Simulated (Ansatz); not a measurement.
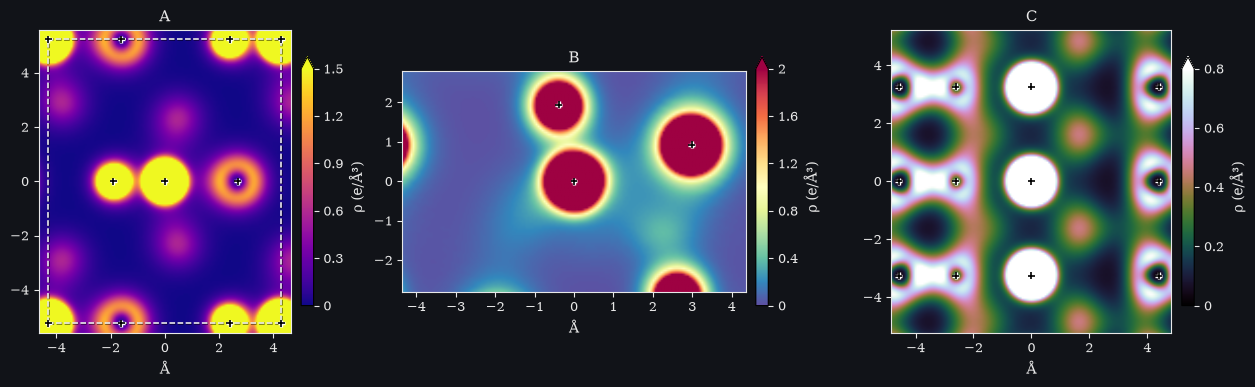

The valence charge density (pseudo) of 3 systems, each on a plane through atoms (crosses mark nuclei in the plane).

Level of theory: DFT PBE, scalar-relativistic, plane waves, PAW (Ansatz).

System 1: ScB2P3, the (11̄0) plane of the conventional cell. Space group P3m1; a generated structure, not necessarily the stable one.

```yaml
crystal:
  lattice:
    - [3.25626, 0.00000, 0.00000]
    - [-1.62813, 2.82000, 0.00000]
    - [0.00000, 0.00000, 8.96828]
  atoms:
    - { symbol: Sc, position: [0.00000, 0.00000, 0.97311] }
    - { symbol: B, position: [0.00000, 0.00000, 0.68145] }
    - { symbol: B, position: [0.33333, 0.66667, 0.39105] }
    - { symbol: P, position: [0.00000, 0.00000, 0.46261] }
    - { symbol: P, position: [0.33333, 0.66667, 0.17416] }
    - { symbol: P, position: [0.66667, 0.33333, 0.75763] }
```

System 2: HfBr3F2, the (110) plane of the conventional cell. Space group Imm2; a generated structure, not necessarily the stable one; computed without spin polarisation.

```
Hf Br F
1.0
     4.17814    0.00000    0.00000
     0.00000    9.60753    0.00000
     0.00000    0.00000    8.59117
Hf Br F
2 6 4
Direct
  0.00000 0.00000 0.97891
  0.50000 0.50000 0.47891
  0.00000 0.00000 0.29240
  0.50000 0.50000 0.79240
  0.00000 0.73561 0.03549
  0.50000 0.23561 0.53549
  0.00000 0.26439 0.03549
  0.50000 0.76439 0.53549
  0.00000 0.00000 0.75794
  0.50000 0.50000 0.25794
  0.00000 0.50000 0.47677
  0.50000 0.00000 0.97677
```

System 3: Ta3BiO3, the (010) plane of the conventional cell. Space group Cm; a generated structure, not necessarily the stable one; changed on purpose from its base cell (volume × 1.03, shape and atoms relaxed); computed pressure about −3 GPa in this cell.

```
CELL_PARAMETERS angstrom
-8.00186 0.00000 0.02467
0.00000 6.44158 0.00000
3.01791 0.00000 -4.91793
ATOMIC_POSITIONS crystal
Ta 0.84875 0.50000 0.86776
Ta 0.34875 0.00000 0.86776
Ta 0.52142 0.77820 0.56721
Ta 0.02142 0.27820 0.56721
Ta 0.52142 0.22180 0.56721
Ta 0.02142 0.72180 0.56721
Bi 0.79316 0.00000 0.05566
Bi 0.29316 0.50000 0.05566
O 0.76988 0.72306 0.55360
O 0.26988 0.22306 0.55360
O 0.76988 0.27694 0.55360
O 0.26988 0.77694 0.55360
O 0.94962 0.50000 0.26286
O 0.44962 0.00000 0.26286
```

Match each panel to its system.

Panel A is system 2, HfBr3F2: the plane holds Hf, Br and F. Hf–F (1.90 Å): ρ is about 1.2 e/Å³ halfway, with its minimum of 1.1 e/Å³ about 1.0 Å from Hf. Panel B is system 3, Ta3BiO3: the plane holds Ta, Bi and O. Ta–O (1.98 Å): the density is about 0.91 e/Å³ at the midpoint. Panel C is system 1, ScB2P3: the plane holds Sc, B and P. B–P (1.96 Å): ρ is about 0.89 e/Å³ halfway.
